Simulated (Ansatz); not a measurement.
## Scan of one atom of the cell for Bi2Se3 (Bi2Te3 type, space group R-3m)

Starting cell, Bi2Se3 (Bi2Te3 type, space group R-3m):

```yaml
crystal:
  lattice:
    - [2.07216, 1.19636, 9.48267]
    - [-2.07216, 1.19636, 9.48267]
    - [0.00000, -2.39272, 9.48267]
  atoms:
    - { symbol: Bi, position: [0.40087, 0.40087, 0.40087] }
    - { symbol: Bi, position: [0.59913, 0.59913, 0.59913] }
    - { symbol: Se, position: [0.00000, 0.00000, 0.00000] }
    - { symbol: Se, position: [0.21052, 0.21052, 0.21052] }
    - { symbol: Se, position: [0.78948, 0.78948, 0.78948] }
```

Scan: atom 3 (Se, nearest neighbour Bi at 3.069 Å; its periodic images, 4.1 Å or more away, move with it) is displaced along Cartesian [110], direction (0.707, 0.707, 0.000) in Cartesian axes, by s. The other atoms stay.

Level of theory: PBE-D3(BJ) (plane waves to 420 eV, PAW, scalar-relativistic; Ansatz, an electronic-structure program). k mesh 8×8×8 (Γ-centred), Fermi-Dirac smearing 0.05 eV. E stands for the smeared free energy. F⊥ is the part of the force across the line. Bi2Se3 was relaxed with its symmetry unable to fall. Spin-orbit coupling is left out, though Bi is heavy. ΔE is measured from the undisplaced structure.

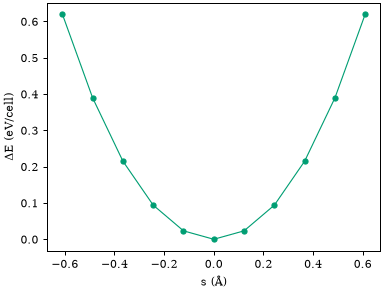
*ΔE (eV/cell) against s (Å); computed points joined by lines.*

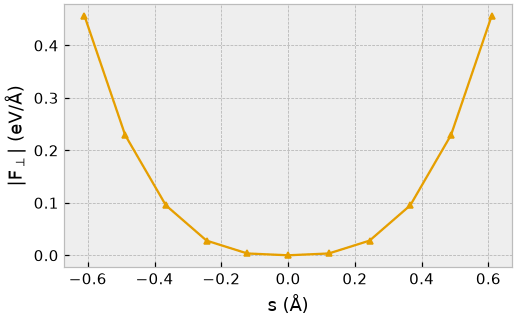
Fig. 1. |F⊥| (eV/Å) against s (Å); computed points joined by lines.

The energy at s = 0.610 Å is 620 meV/cell and the force constant k = d²E/ds² at s = 0 (finite differences) comes out as 3.12 eV/Å². The force along the line at s = -0.610 Å is 2.13 eV/Å. Shape of the curve: a single well with its minimum at or next to zero displacement. Harmonic estimate at the end of the scan: ½ks² = 580 meV/cell against the computed 620 meV/cell, so the well is stiffer than harmonic there.

The forces along the line at the two nearest points give (0.383 − (-0.383)) / (2·0.122) = 3.14 eV/Å²; the next pair corrects for the finite step.

(A displaced cell: forces are minus the slopes of the energy, force constants its curvatures, and phonons follow from these.)
